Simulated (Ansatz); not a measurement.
Lu (P6_3/mmc): Drude plasma energy along x against volume

The cell of Lu (P6_3/mmc) is scaled evenly and the response computed anew at each volume, on one mesh. x, y and z are the Cartesian axes of the input cell.

Cell: a, b, c = 3.503, 3.503, 5.551 Å (primitive vectors), 2 atoms.

Method: Ansatz 0.2.0, PBE, independent particles, k-mesh 15×15×7 with interpolation inside its cells, Gaussian parameter 0.1 eV.

Launch of the response step: `ansatz run input.yaml --threads 4 --pin off --max-ram 8192MiB --backend cpu --events-out ev --progress --plain --runs-dir out`. The series took 18.2 min in all, on 4 threads of Intel(R) Xeon(R) Processor @ 2.50GHz (Skylake/Cascade Lake) (shared host).

| V/V₀ | V (Å³, primitive cell) | Drude plasma energy along x (eV) |
| --- | --- | --- |
| 0.94 | 55.45 | 3.621 |
| 0.96 | 56.63 | 3.526 |
| 0.98 | 57.81 | 3.433 |
| 1.00 | 58.99 | 3.341 |
| 1.02 | 60.17 | ? |
| 1.04 | 61.35 | 3.165 |
| 1.06 | 62.53 | 3.091 |

For small changes the quantity should be close to linear in ln V.

Working, on the rows shown:

| x = ln(V/V₀) | y = Drude plasma energy along x |
| --- | --- |
| -0.0618754 | 3.621 |
| -0.040822 | 3.526 |
| -0.0202027 | 3.433 |
| 0 | 3.341 |
| 0.0392207 | 3.165 |
| 0.0582689 | 3.091 |

Means: x̄ = -0.0042351, ȳ = 3.3628. Σ(x − x̄)(y − ȳ) = -0.04765, Σ(x − x̄)² = 0.01073. Slope = -0.04765 / 0.01073 = -4.441; intercept = ȳ − slope · x̄ = 3.344. The line misses the rows shown by at most 0.0058 eV.

Task: What does the fit predict for the withheld row, and how well does it do?

Result: At x = 0.019803 the line gives y = 3.2561 eV. The run gave 3.249 eV, so the interpolation is off by 0.0071 eV, 1.3 % of the range in the table.

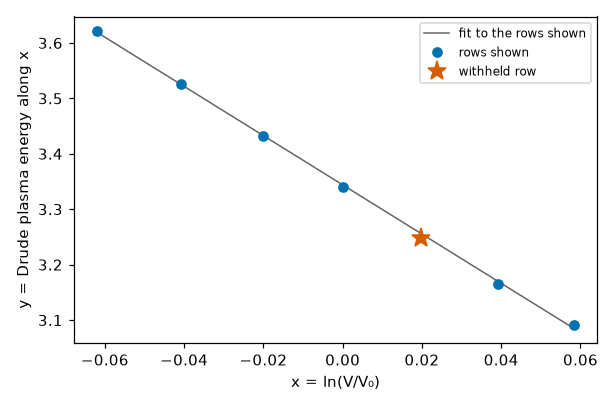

Between the rows on either side of x = 0 the slope is (3.249 − 3.433) / (0.019803 − (-0.020203)) = -4.599. So d ln ωp/d ln V = -1.38; free electrons would give −0.50. The values come from a sum over the points of one k-mesh and carry its error, which is largest for Fermi-surface quantities. Spin-orbit coupling is left out.
